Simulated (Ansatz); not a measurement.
Consider CHBMgS (SMILES [CH+]1[B]2[S][Mg-]12) (triplet).

Input

```
basis:
  gaussian:
    orbitals: def2-TZVPD
crystal:
  periodic: [false, false, false]
  atoms:
    - {symbol: C, position_ang: [-0.294002, -0.845612, 0.477926]}
    - {symbol: B, position_ang: [0.104308, -0.138962, -0.689647]}
    - {symbol: Mg, position_ang: [1.386153, -2.146380, -0.206423]}
    - {symbol: S, position_ang: [1.098045, 0.040389, -2.034063]}
    - {symbol: H, position_ang: [-1.011251, -0.819644, 1.294400]}
output: {forces: true, orbitals: {seedname: orbitals}}
hamiltonian:
  xc: {name: PBE0}
magnetization:
  spin_polarized: true
  initial_magnetization: 2
```

Launched as:

```sh
ansatz run input.yaml --threads 1 --pin off --max-ram 2610MiB --events-out events.jsonl --progress --plain --runs-dir runs
```

Geometry: B3LYP-D3(BJ)/def2-SVP.

Level of theory: Ansatz, isolated molecule in a Gaussian basis; Kohn-Sham density functional theory, functional PBE0.

What will maps of the electron density, electron localisation function and spin density show?

C–B (1.42 Å): ρ is about 1.7 e/Å³ halfway; the ELF peaks at about 0.90 between the atoms: localised, covalent bonding.
B–S (1.68 Å): the density is about 1.4 e/Å³ at the midpoint; the ELF peaks at about 0.90 between the atoms; a covalent bond.
C–Mg (2.23 Å): ρ is about 0.36 e/Å³ halfway; the ELF peaks at about 0.90 in the valence shell of C, 0.8 Å from its nucleus, and is about 0.70 at the midpoint.
Mg–B (2.43 Å): the density is about 0.22 e/Å³ at the midpoint; the ELF is about 0.30 at the midpoint.
The unpaired spin (2 electrons) lies mostly on Mg3 (about 0.9), C1 (about 0.6), S4 (about 0.3) and B2 (about 0.1), in electrons by Hirshfeld's partition.

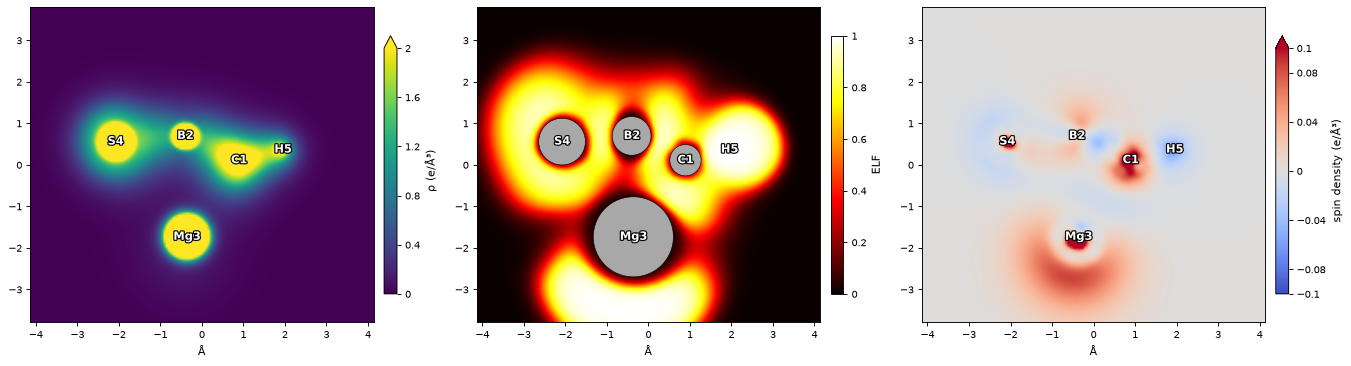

Computed electron density, electron localisation function and spin density on the molecular plane, in this order. Grey discs cover the atomic cores in the ELF map. 
